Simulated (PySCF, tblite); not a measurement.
**C4H12N2OSi: geometry, infrared bands and NMR shifts**

Aim: predict the infrared bands and NMR shifts of C4H12N2OSi (`CC(C)N[SiH2]NC=O`).

The runs use tblite 0.8.0 and PySCF 2.14.0, with density-fitted response routines of our own; the level of theory stands in each step. All values are computed, except where a source is named. Atoms are numbered from 0 throughout.

### Step 1. The molecule as given

20 atoms, charge 0, multiplicity 1; geometry from: force field or distance geometry start.

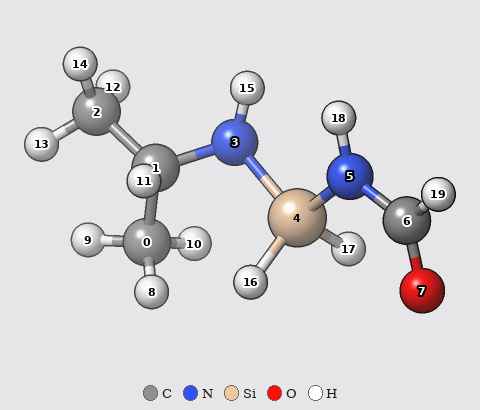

As it starts; carbon grey, nitrogen blue, silicon light orange, oxygen red, hydrogen white, atoms numbered.

### Step 2. Geometry optimisation with GFN2-xTB

The job: settings as JSON, then the geometry in Å.

```
{"job": {"kind": "relax", "xc": "GFN2-xTB", "basis": "xTB"}, "charge": 0, "multiplicity": 1}
C     -1.887400    -0.745600     0.152800
C     -1.197200     0.581800    -0.098800
C     -2.246200     1.540400    -0.541100
N     -0.163000     0.351300    -1.057900
Si     0.963300    -0.857800    -0.395200
N      2.550000    -0.041600    -0.290400
C      3.714800    -0.718300     0.197500
O      3.675000    -1.921000     0.577900
H     -1.460600    -1.163800     1.084200
H     -2.986700    -0.537800     0.250600
H     -1.689400    -1.407400    -0.710600
H     -0.733800     0.940500     0.844100
H     -2.582100     1.348200    -1.579300
H     -3.145000     1.372400     0.089200
H     -1.982900     2.624200    -0.395300
H      0.270200     1.165100    -1.468900
H      0.571900    -1.209400     0.970000
H      0.999500    -2.089300    -1.199900
H      2.638500     0.974000    -0.583800
H      4.686200    -0.195200     0.268000
```

Command:

```bash
OMP_NUM_THREADS=1 python probes_run.py task.json out
```

The driver reads the jobs from task.json and runs them one after another.

**Question.** This job is followed by: GFN2-xTB harmonic vibrations, gas phase; GIAO PBE0/pcSseg-1 NMR shielding, non-relativistic, gas phase. Predict these results of the whole session: strongest single infrared mode (GFN2-xTB); zero-point energy (GFN2-xTB); ¹³C shifts against TMS (PBE0/pcSseg-1, means over atoms taken as alike); ¹H shifts against TMS (PBE0/pcSseg-1, means over atoms taken as alike); ¹⁵N shifts against NH3 (PBE0/pcSseg-1); ²⁹Si shifts against TMS (PBE0/pcSseg-1); ¹⁷O shifts against H2O (PBE0/pcSseg-1).

The runs gave:

| quantity | value |
| --- | --- |
| strongest single infrared mode (GFN2-xTB) | 1750 cm⁻¹, 525 km/mol |
| zero-point energy (GFN2-xTB) | 101.0 kcal/mol |
| ¹³C shifts against TMS (PBE0/pcSseg-1, means over atoms taken as alike) | 167.5, 47.1, 29.6 ppm |
| ¹H shifts against TMS (PBE0/pcSseg-1, means over atoms taken as alike) | 8.38, 5.39, 4.13, 2.87, 1.18, -0.40 ppm |
| ¹⁵N shifts against NH3 (PBE0/pcSseg-1) | 128.4, 53.7 ppm |
| ²⁹Si shifts against TMS (PBE0/pcSseg-1) | -41.4 ppm |
| ¹⁷O shifts against H2O (PBE0/pcSseg-1) | 444.3 ppm |

In words: Relaxing lowered the energy by 1.372 eV in 159 steps; the close pair that moved most is N5–C6, from 1.433 to 1.335 Å. All 54 modes are real, so the xTB geometry is a minimum. The strongest single mode, at 1750 cm⁻¹, moves mainly C6 and O7. Unscaled tight-binding wavenumbers are off by several per cent, some by more. Its intensities can rank the bands wrongly. The most deshielded carbon is C6 (amide carbonyl carbon), at 167.5 ppm: it is a carbonyl in resonance with an O or N lone pair, the region of acids, esters and amides. At PBE0/pcSseg-1: Shielding is most anisotropic at O7 (span 679 ppm, paramagnetic term -512 ppm).
